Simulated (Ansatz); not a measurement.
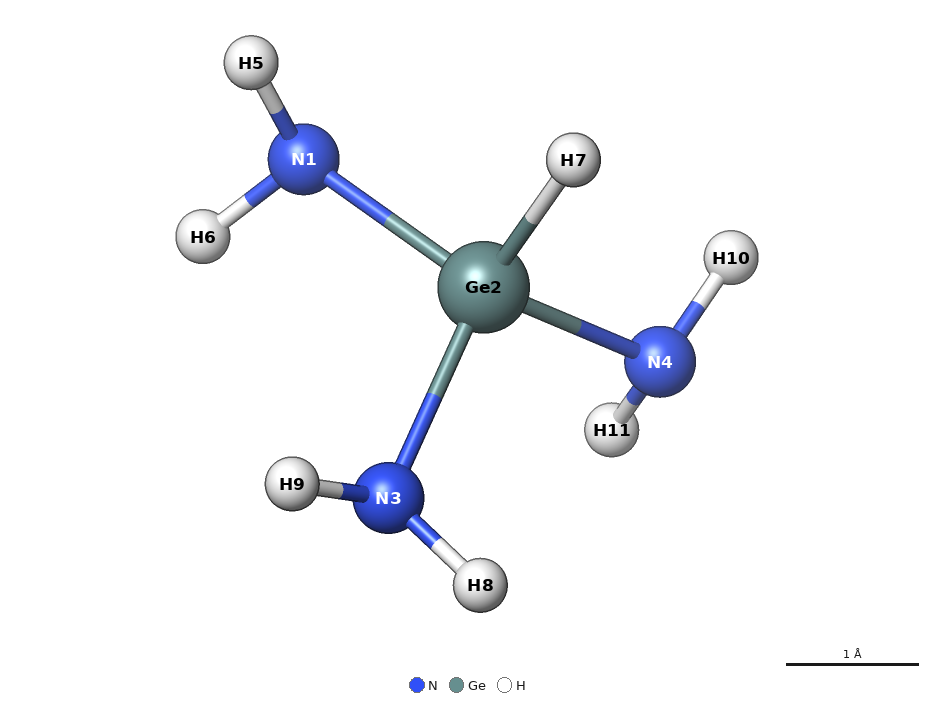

Numbered structure. Computed geometry: PBE-D4/def2-SVP optimisation. No frequency run is at hand to confirm it as a minimum.

Which atoms are bonded, and how long are the bonds?

```
  bond  length (Å)
N1–Ge2       1.855
 N1–H5       1.026
 N1–H6       1.027
Ge2–N3       1.852
Ge2–N4       1.849
Ge2–H7       1.559
 N3–H8       1.027
 N3–H9       1.026
N4–H10       1.028
N4–H11       1.028
```
